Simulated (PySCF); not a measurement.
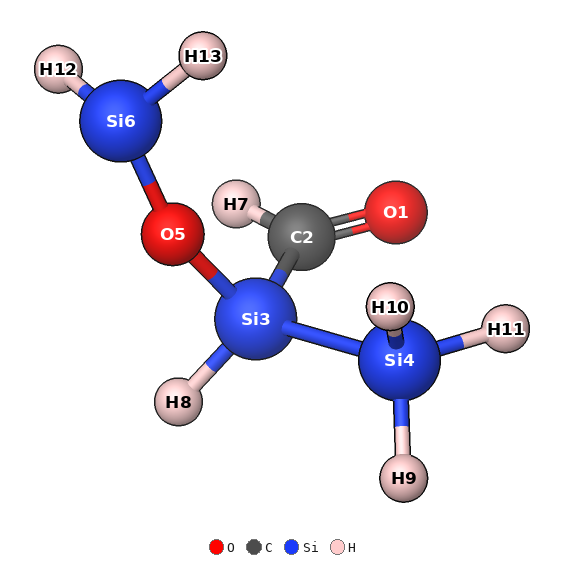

State: neutral, doublet. The computed structure is the end point of a GFN2-xTB optimisation. No frequency run is at hand to confirm it as a minimum. Method: UKS B3LYP, pcH-1 on C H O Si, non-relativistic (PySCF 2.14.0).

Give the isotropic hyperfine couplings (Fermi-contact term alone) of O1, C2, Si3, Si4, O5, Si6, H7, H8, H9, H10, H11, H12, H13.

| atom | isotope | a_iso (MHz) |
| --- | --- | --- |
| O1 | 17O | −0.6 |
| C2 | 13C | 3.2 |
| Si3 | 29Si | −9.9 |
| Si4 | 29Si | 0.7 |
| O5 | 17O | −47.2 |
| Si6 | 29Si | −547.4 |
| H7 | 1H | 2.2 |
| H8 | 1H | 0.4 |
| H9 | 1H | 0.1 |
| H10 | 1H | 0.2 |
| H11 | 1H | −0.1 |
| H12 | 1H | 74.0 |
| H13 | 1H | 73.0 |

The geometry is semi-empirical. Around Si such bond lengths and angles can be off by a tenth of an ångström or more and by several degrees, and values that hang on the shape move with them.
